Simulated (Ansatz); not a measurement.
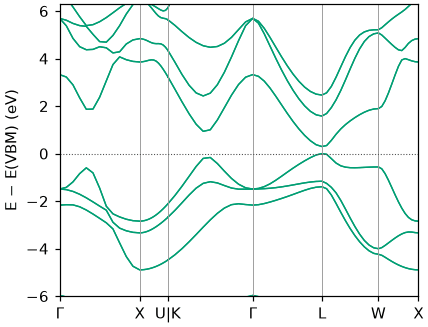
*Band structure from plane-wave PAW PBEsol with spin–orbit coupling (Ansatz code)*

The gap is 0.30 eV; an edge lies off the plotted path or next to a special point (maximum on the L–W line, 3 % of the way from L, minimum at L).

The material is PbSe (rock salt, Fm-3m).

The cell was relaxed with PBEsol under the symmetry of its start.

Potentials: the later of the program's two PAW sets.
